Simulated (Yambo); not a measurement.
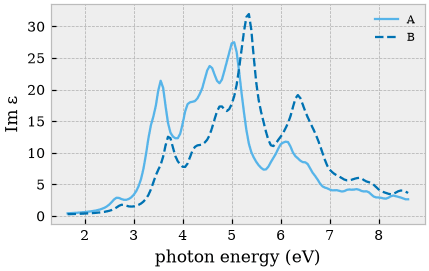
Figure: Two computed absorption spectra of GaP (zinc blende, space group F-43m, No. 216) (Yambo, PBE bands with the same scissor, field along x)

### Question
Which curve includes the electron-hole attraction (BSE)?

### Answer
Curve A: the attraction moves weight to lower energy (centre of the plotted range 5.0 eV against 5.5 eV). Settings: 10×10×10 mesh, 3 valence and 4 conduction bands, static screening with 23 bands and a 4 Ry block, scissor 0.89 eV, Tamm-Dancoff. The scissor comes from a G0W0 run whose convergence isn't established. Broadening 0.15 eV. The band window holds all transitions up to 9.5 eV. On this mesh the peak heights and the fine structure are mesh artefacts; only the shift of weight is robust.

Bands and orbitals come from the standard potentials; the scissor and the G0W0 gaps come from a run at the same geometry on the stringent ones, which hold whole semicore shells in the valence.

Spin-orbit coupling is not included.

Geometry relaxed with PBEsol; primitive cell a = b = c = 3.847 Å, α = β = γ = 60.00°.
